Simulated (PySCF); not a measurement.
## Frequency calculation of CuOCl2

- system: CuOCl2, multiplicity 2
- method: UKS-based PBE0, Cu def2-TZVP, O def2-TZVP, Cl def2-TZVP; non-relativistic Hamiltonian; density fitting (PySCF 2.14.0)

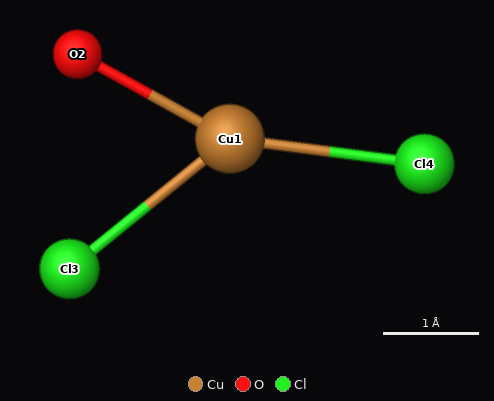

*The structure (ball-and-stick view, seen at a tilt; atoms are numbered from 1 in the order of the input). Sticks mark near contacts.*

Bond lengths as drawn: Cl–Cu 2.07 to 2.18 Å and Cu–O 1.86 Å.

Input file:
```python
from pyscf import gto, scf, dft
mol = gto.M(atom='''
Cu    -0.224790     0.207053     0.000000
O     -1.765986    -0.827763     0.000000
Cl     0.276085    -1.917774     0.000000
Cl     0.941230     1.919949    -0.000000''',
    basis={'Cu': 'def2-TZVP', 'O': 'def2-TZVP', 'Cl': 'def2-TZVP'},
    charge=0, spin=1)
mf = dft.UKS(mol, xc='PBE0')
mf.grids.atom_grid = (75, 302)
aux = {'Cu': 'def2-universal-JKFIT', 'O': 'def2-universal-JKFIT', 'Cl': 'def2-universal-JKFIT'}
mf = mf.density_fit(auxbasis=aux)
mf.conv_tol = 1e-09
mf.diis_space = 10
mf.max_cycle = 60
mf.verbose = 4
mf.kernel()
```

The script is an equivalent of the set-up of the self-consistent field. The run itself was carried out by a driver, which started from the orbitals of the step before it where there was one and computed the further properties.

Run on 4 threads of Arm Neoverse V2, 24 GiB of memory available, shared host.

Launch command:
```bash
OMP_NUM_THREADS=4 python axn.py task.json out
```

Output:
```
init E= -2635.51150061628
  alpha nocc = 36  HOMO = -0.32954441462579  LUMO = -0.183752732785543
  beta  nocc = 35  HOMO = -0.331345116447345  LUMO = -0.202556257385298
  HOMO = -0.329544414626  LUMO = -0.202556257385  gap/eV = 3.45552
cycle= 1 E= -2635.51150061622  delta_E= 5.09e-11  |g|= 1.78e-05  |ddm|= 9.84e-06
  alpha nocc = 36  HOMO = -0.329544128897904  LUMO = -0.183752774927626
  beta  nocc = 35  HOMO = -0.331344958654043  LUMO = -0.202556349891997
  HOMO = -0.329544128898  LUMO = -0.202556349892  gap/eV = 3.45551
cycle= 2 E= -2635.51150061551  delta_E= 7.13e-10  |g|= 6.39e-05  |ddm|= 2.81e-05
  alpha nocc = 36  HOMO = -0.329544586048109  LUMO = -0.183752697999439
  beta  nocc = 35  HOMO = -0.331345282816869  LUMO = -0.202556449838314
  HOMO = -0.329544586048  LUMO = -0.202556449838  gap/eV = 3.45552
cycle= 3 E= -2635.51150061628  delta_E= -7.71e-10  |g|= 1.54e-06  |ddm|= 2.12e-05
  alpha nocc = 36  HOMO = -0.329544501308771  LUMO = -0.183752594243977
  beta  nocc = 35  HOMO = -0.331345223736365  LUMO = -0.202556219718686
  HOMO = -0.329544501309  LUMO = -0.202556219719  gap/eV = 3.45553
cycle= 4 E= -2635.51150061629  delta_E= -6.37e-12  |g|= 8.72e-07  |ddm|= 1.74e-06
  alpha nocc = 36  HOMO = -0.329544530238895  LUMO = -0.183752656358574
  beta  nocc = 35  HOMO = -0.331345238114006  LUMO = -0.202556484098248
  HOMO = -0.329544530239  LUMO = -0.202556484098  gap/eV = 3.45552
Extra cycle  E= -2635.51150061629  delta_E= 1.82e-12  |g|= 1.4e-06  |ddm|= 2.65e-06
converged SCF energy = -2635.51150061629  <S^2> = 1.6365475  2S+1 = 2.747033
```

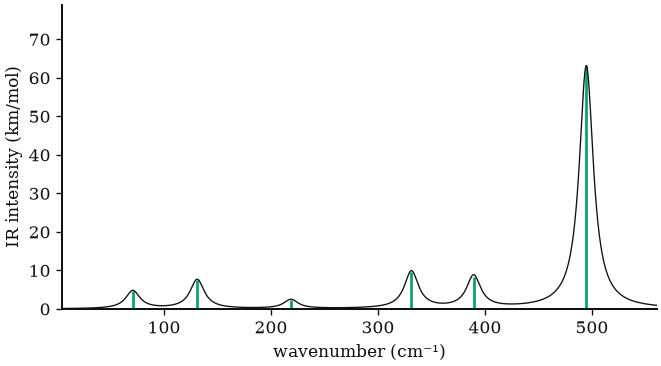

*Harmonic infrared spectrum, unscaled: sticks (degenerate modes added up, dark ones marked on the axis) with a Lorentzian envelope of 16 cm⁻¹ full width, scaled to the tallest stick.*

6 modes from 71 to 495 cm⁻¹, none imaginary. The strongest line is at 495 cm⁻¹ (63 km/mol). All modes, in cm⁻¹ (km/mol): 71 (4.7), 131 (7.6), 219 (2.4), 331 (9.6), 389 (8.4), 495 (63).

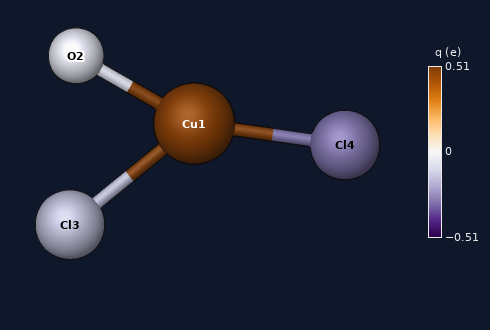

*Mulliken charges, as the colour of each atom (ball-and-stick view, seen on its broad side; atoms are numbered from 1 in the order of the input).*

By element: Cu +0.49, O −0.06 and Cl −0.29 to −0.14 e.

Summary:

```json
{"quantity": "outcome", "value": "converged"}
{"quantity": "total energy", "value": "−2635.511501 hartree"}
{"quantity": "⟨S²⟩", "value": "1.637"}
{"quantity": "zero-point energy", "value": "0.003727 hartree"}
{"quantity": "dipole moment", "value": "1.31 D"}
{"quantity": "wavenumbers, lowest and highest", "value": "71 and 495 cm⁻¹"}
{"quantity": "wall time", "value": "2.6 min (CPU time 8.5 min)"}
{"quantity": "peak memory", "value": "1.6 GiB"}
```

Remarks:

Checks after the run noted: spin contamination. ⟨S²⟩ is 1.64 against 0.75 for a pure state: the solution is spin-contaminated.
